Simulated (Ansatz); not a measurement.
A series of calculations on BH3O

Part 1: Relaxation

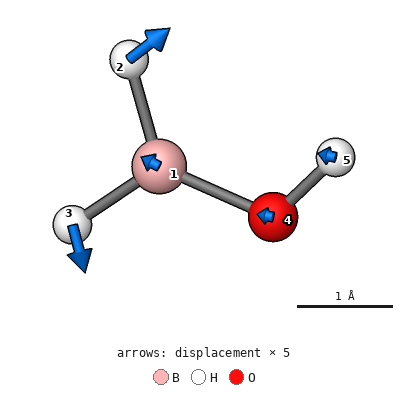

A relaxation of BH₃O. The starting structure is drawn; blue arrows show the displacements, 5 times their true length. The two geometries are superimposed by the best rigid fit.

The picture is a ball-and-stick view, seen at a tilt.

The run prepares an end point of a later path (reaction) calculation, from a guessed geometry.

Theory: RKS B3LYP-D4/def2-TZVP in Ansatz 0.2.0. Settings: no spin polarisation; force threshold 0.03 eV/Å; at most 50 steps.

### Which element moves most?

Hydrogen: up to 0.12 Å, against 0.05 Å for boron.

### What happened in the run?

The largest move after the best rigid fit is that of H2, 0.12 Å. Largest moves by element: H 0.12 Å, B 0.05 Å, O 0.04 Å. Among the contacts that change: B1–H2 1.174 → 1.197 Å, B1–H3 1.171 → 1.192 Å, B1–O4 1.341 → 1.351 Å. Bond angles that change, for instance: H2–B1–H3 108.8° → 122.5°, H3–B1–O4 124.1° → 116.8°, H2–B1–O4 127.1° → 120.7°. The energy falls by 2.99 kcal/mol in 5 accepted moves (6 points after the start). The largest force component goes from 1 to 0.0029 eV/Å. The line search rejected the trial step at point 2 of the run. Cost: 4.9 s on 1 thread of Intel(R) Xeon(R) 6975P-C (Granite Rapids), on a shared host, peak memory 0.13 GiB.

Part 2: Relaxation

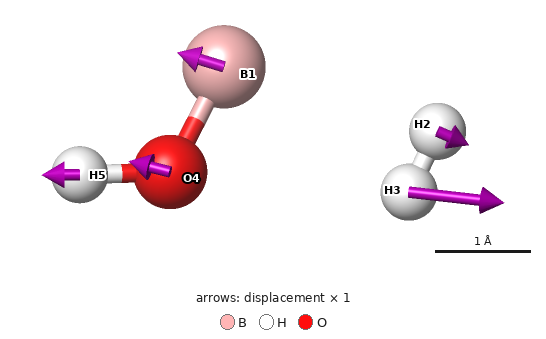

A relaxation of BH$_{3}$O. The starting structure is drawn; purple arrows show the displacements, at their true length. The two geometries are superimposed by the best rigid fit.

A ball-and-stick model, seen at a tilt.

The run prepares an end point of a later path (reaction) calculation, from a guessed geometry.

These are results of RKS B3LYP-D4/def2-TZVP in Ansatz, not measurements.

The input:
```yaml
crystal:
  periodic: [false, false, false]
  atoms:
    - { symbol: B, position_ang: [-0.822304, 0.570389, 0.201039] }
    - { symbol: H, position_ang: [1.412781, 0.137191, 0.946843] }
    - { symbol: H, position_ang: [1.410004, -0.29486, 0.386817] }
    - { symbol: O, position_ang: [-0.921884, -0.481294, -0.563667] }
    - { symbol: H, position_ang: [-1.787497, -0.778126, -0.877432] }
basis:
  gaussian: { orbitals: def2-TZVP }
hamiltonian:
  xc: b3lyp
  dispersion: d4
relax:
  f_tol: 0.03
  max_steps: 50
```

Launched with:
```bash
ansatz run input.yaml --threads 1 --pin off --max-ram 2048MiB --backend cpu --events-out ev --progress --plain --runs-dir out
```

Which element moves most?

Hydrogen: up to 1.02 Å, against 0.52 Å for boron.

What did the optimiser do to the structure, and how much energy did it gain?

The energy falls by 20.1 kJ/mol in 14 accepted moves (17 points after the start). Largest force component: 1.1 eV/Å at the start, 0.03 eV/Å at the end. The line search rejected the trial steps at points 8, 10, 16 of the run. The forces were under the threshold at step 6, but the run went on from there. H3 moves most after the best rigid fit: 1.02 Å. Largest moves by element: H 1.02 Å, B 0.52 Å, O 0.46 Å. Near-neighbour distances that change, for instance: H2–H3 0.707 → 0.745 Å, B1–O4 1.304 → 1.295 Å. Bond angles that change, for instance: B1–O4–H5 120.4° → 125.3°. Cost: 10 s on 1 thread of Intel(R) Xeon(R) 6975P-C (Granite Rapids), on a shared host, peak memory 0.13 GiB.

Limits of the set-up: the start holds two separate molecules, 2.4 Å apart at their closest, whose relative position is a soft coordinate.

Part 3: Path

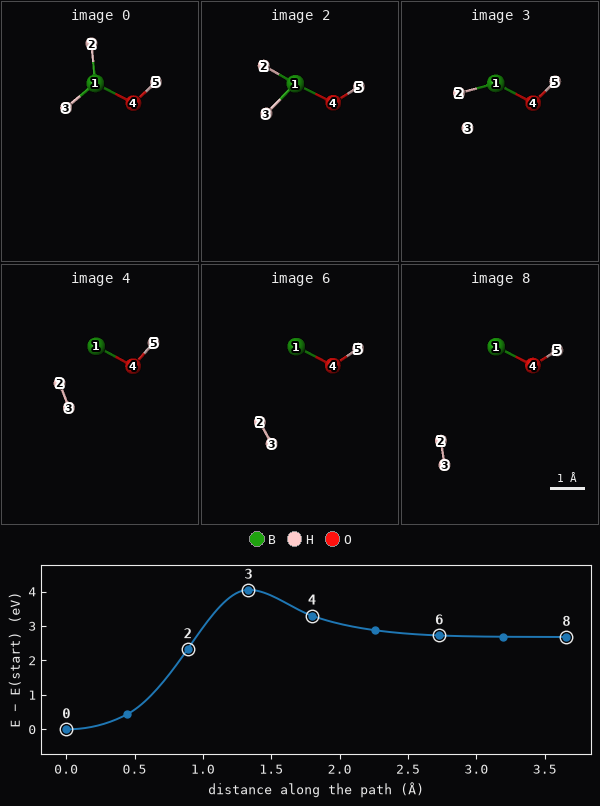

NEB run on BH3O. Images are numbered from 0 (start) to 8 (end). Style: ball-and-stick. Shown at a tilt.

Level of theory: RKS B3LYP-D4/def2-TZVP (Ansatz 0.2.0).

The input:
```yaml
crystal:
  periodic: [false, false, false]
  atoms:
    - { symbol: B, position_ang: [0.261351, -0.077738, 0.116009] }
    - { symbol: H, position_ang: [0.159872, -0.194861, 1.303292] }
    - { symbol: H, position_ang: [1.287798, 0.216038, -0.41393] }
    - { symbol: O, position_ang: [-0.804679, -0.277649, -0.689856] }
    - { symbol: H, position_ang: [-1.613241, -0.512491, -0.221915] }
basis:
  gaussian: { orbitals: def2-TZVP }
hamiltonian:
  xc: b3lyp
  dispersion: d4
neb:
  order_check: false
  images: 7
  f_tol: 0.05
  max_iterations: 60
  final_atoms:
    - { symbol: B, position_ang: [-1.36048223, -0.26787265, 0.73308784] }
    - { symbol: H, position_ang: [1.86026869, 0.22305404, 0.7249322] }
    - { symbol: H, position_ang: [2.42111464, 0.27630295, 0.23765287] }
    - { symbol: O, position_ang: [-1.44876297, -0.33951247, -0.55673203] }
    - { symbol: H, position_ang: [-2.18103713, -0.73867287, -1.04534088] }
  initial_path:
    images:
      - { positions_ang: [[0.261351, -0.077738, 0.116009], [0.159872, -0.194861, 1.303292], [1.287798, 0.216038, -0.41393], [-0.804679, -0.277649, -0.689856], [-1.613241, -0.512491, -0.221915]] }
      - { positions_ang: [[0.1970438, -0.05954759, 0.08450527], [0.33588532, -0.13402402, 1.24769098], [1.30983874, 0.15641611, -0.25715185], [-0.90620796, -0.21437815, -0.69872704], [-1.64545891, -0.59516735, -0.28271736]] }
      - { positions_ang: [[0.1327366, -0.04135719, 0.05300154], [0.51189863, -0.07318703, 1.19208996], [1.33187949, 0.09679422, -0.1003737], [-1.00773692, -0.1511073, -0.70759808], [-1.67767681, -0.67784371, -0.34351972]] }
      - { positions_ang: [[0.06842941, -0.02316678, 0.02149781], [0.68791195, -0.01235005, 1.13648894], [1.35392023, 0.03717233, 0.05640445], [-1.10926587, -0.08783645, -0.71646912], [-1.70989472, -0.76052006, -0.40432208]] }
      - { positions_ang: [[0.00412221, -0.00497637, -0.01000593], [0.86392527, 0.04848694, 1.08088792], [1.37596098, -0.02244955, 0.2131826], [-1.21079483, -0.0245656, -0.72534016], [-1.74211262, -0.84319641, -0.46512444]] }
      - { positions_ang: [[-0.3370289, -0.07070044, 0.17576751], [1.11301112, 0.09212872, 0.99189899], [1.6372494, 0.05223857, 0.21930016], [-1.27028687, -0.10330231, -0.68318812], [-1.85184375, -0.81706553, -0.61017855]] }
      - { positions_ang: [[-0.67818001, -0.13642451, 0.36154096], [1.36209698, 0.13577049, 0.90291006], [1.89853781, 0.1269267, 0.22541773], [-1.3297789, -0.18203903, -0.64103609], [-1.96157488, -0.79093464, -0.75523266]] }
      - { positions_ang: [[-1.01933112, -0.20214858, 0.5473144], [1.61118283, 0.17941227, 0.81392113], [2.15982623, 0.20161482, 0.2315353], [-1.38927093, -0.26077575, -0.59888406], [-2.071306, -0.76480376, -0.90028677]] }
      - { positions_ang: [[-1.36048223, -0.26787265, 0.73308784], [1.86026869, 0.22305404, 0.7249322], [2.42111464, 0.27630295, 0.23765287], [-1.44876297, -0.33951247, -0.55673203], [-2.18103713, -0.73867287, -1.04534088]] }
```

Run as
```bash
ansatz run input.yaml --threads 1 --pin off --max-ram 2048MiB --backend cpu --events-out ev --progress --plain --runs-dir out
```

Question: What happens along the path, and what is the barrier?

Answer: Forward barrier 4.05 eV, backward barrier 1.37 eV, with image 3 at the top; the reaction energy is +2.68 eV. Breaking: B1–H2 (1.20 → 1.23 at the top → 3.26 Å), B1–H3 (1.19 → 1.62 at the top → 3.85 Å). Forming: H2–H3 (2.10 → 1.07 at the top → 0.74 Å). The band converged in 16 iterations. The largest component of the band force went from 5.9 to 0.049 eV/Å. The climbing image converged on the top of the path. Its vibrational analysis gives one imaginary mode (1445i cm⁻¹), as a transition state must have.

The run took 64 s on 1 thread of Intel(R) Xeon(R) 6975P-C (Granite Rapids), with other jobs on the host, peak memory 0.13 GiB.
